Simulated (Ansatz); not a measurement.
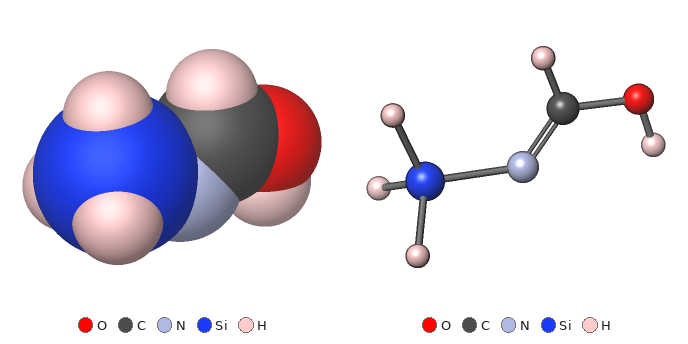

Two views of one molecule.

The computed structure is the end point of a PBE0-D4/def2-TZVP optimisation.

Identify the structure.

The molecule is CH₅NOSi. Its SMILES string is `O/C=N/[SiH3]`. It has no ring. Among its groups: imine, Si–H bond, Si–N bond. The point group is Cs. Coordination: 1 O bent; 1 C trigonal planar; 1 N bent; 1 Si tetrahedral.

More results for the same structure follow; atom numbers are the same in all pictures, views and colours differ.

### Levels of theory compared

Program: Ansatz 0.2.0.

At this fixed geometry, give HOMO energy (eV), HOMO–LUMO gap (eV) at these levels: B3LYP-D4/def2-TZVPP; BHLYP-D4/def2-TZVPP; PBE-D4/def2-TZVPP; PBE0-D4/def2-SVP; PBE0-D4/def2-TZVPP; SPW92 (LDA)/def2-TZVPP; r2SCAN-D4/def2-TZVPP; revPBE-D4/def2-TZVPP; ωB97M-V/def2-QZVPP; ωB97M-V/def2-SVP; ωB97X-V/def2-TZVPP.

```json
{"level": "B3LYP-D4/def2-TZVPP", "HOMO energy (eV)": "−7.58", "HOMO–LUMO gap (eV)": "7.19"}
{"level": "BHLYP-D4/def2-TZVPP", "HOMO energy (eV)": "−9.16", "HOMO–LUMO gap (eV)": "10.25"}
{"level": "PBE-D4/def2-TZVPP", "HOMO energy (eV)": "−6.39", "HOMO–LUMO gap (eV)": "5.16"}
{"level": "PBE0-D4/def2-SVP", "HOMO energy (eV)": "−7.65", "HOMO–LUMO gap (eV)": "7.75"}
{"level": "PBE0-D4/def2-TZVPP", "HOMO energy (eV)": "−7.80", "HOMO–LUMO gap (eV)": "7.67"}
{"level": "SPW92 (LDA)/def2-TZVPP", "HOMO energy (eV)": "−6.53", "HOMO–LUMO gap (eV)": "5.05"}
{"level": "r2SCAN-D4/def2-TZVPP", "HOMO energy (eV)": "−6.68", "HOMO–LUMO gap (eV)": "5.69"}
{"level": "revPBE-D4/def2-TZVPP", "HOMO energy (eV)": "−6.33", "HOMO–LUMO gap (eV)": "5.20"}
{"level": "ωB97M-V/def2-QZVPP", "HOMO energy (eV)": "−10.16", "HOMO–LUMO gap (eV)": "11.83"}
{"level": "ωB97M-V/def2-SVP", "HOMO energy (eV)": "−9.95", "HOMO–LUMO gap (eV)": "12.36"}
{"level": "ωB97X-V/def2-TZVPP", "HOMO energy (eV)": "−10.22", "HOMO–LUMO gap (eV)": "12.46"}
```

### Vibrations

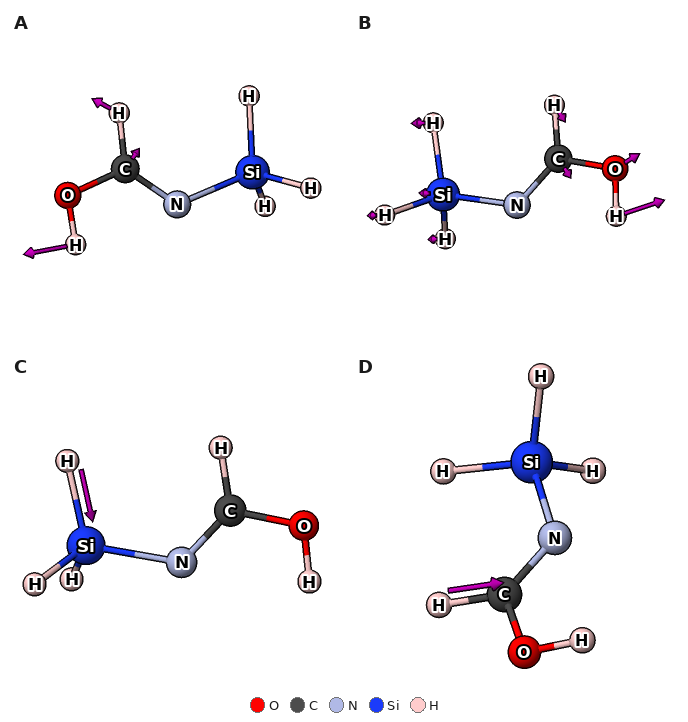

4 normal modes of one molecule or complex, as arrows. Harmonic vibrations computed with RKS PBE0-D4/def2-TZVP (Ansatz 0.2.0) at a stationary point of the same level.

**Match the panels to the wavenumbers 491 cm⁻¹, 1328 cm⁻¹, 2182 cm⁻¹, 3077 cm⁻¹.**

A: 1328 cm⁻¹
B: 491 cm⁻¹
C: 2182 cm⁻¹, Si–H stretching
D: 3077 cm⁻¹, C–H stretching

### Dipole moment

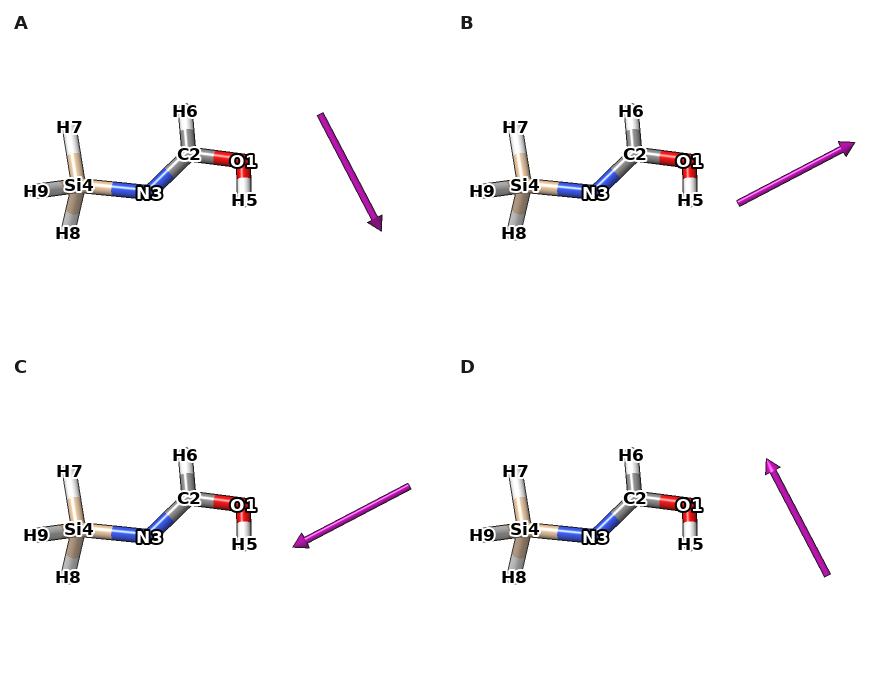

The same molecule four times, each with an arrow. Level of theory: RKS PBE0-D4/def2-TZVP (Ansatz 0.2.0).

**Which arrow points along the dipole moment, from the negative to the positive end?**

B. The dipole moment is 0.59 D; it points from the side of H8, H9 to the side of O1 (the outermost atoms at the two ends).

### Thermal motion

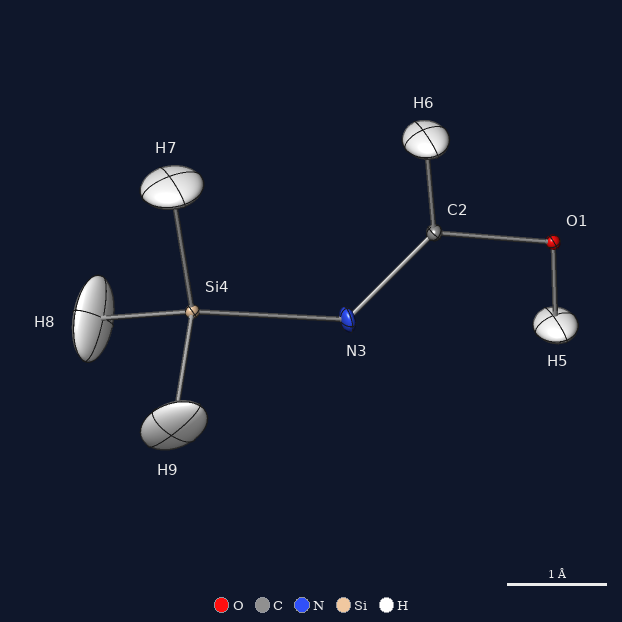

Displacement ellipsoids at the 50 % level, from the internal vibrations of the free molecule (harmonic, no overall translation or rotation; no half-axis is drawn under 0.075 Å). Vibrations computed with RKS PBE0-D4/def2-TZVP (Ansatz 0.2.0). Temperature: 298 K.

**Which atom moves most?**

H8, H9, with U_eq = 0.0419 Å².

**Does H8 move more along its bond or across it?**

Across it: the root-mean-square amplitude is 0.090 Å along the bond and up to 0.295 Å across, since bending and torsion are softer than stretching.

Give the displacement parameters, one line for each set of equivalent atoms.

| atom | U_eq (Å²) | rms amplitudes (Å) |
| --- | --- | --- |
| O1 | 0.0024 | 0.036, 0.050, 0.058 |
| C2 | 0.0031 | 0.034, 0.055, 0.072 |
| N3 | 0.0061 | 0.030, 0.084, 0.102 |
| Si4 | 0.00076 | 0.020, 0.024, 0.036 |
| H5 | 0.0240 | 0.076, 0.142, 0.215 |
| H6 | 0.0266 | 0.080, 0.149, 0.226 |
| H7 | 0.0371 | 0.088, 0.209, 0.245 |
| H8, H9 | 0.0419 | 0.089, 0.176, 0.295 |
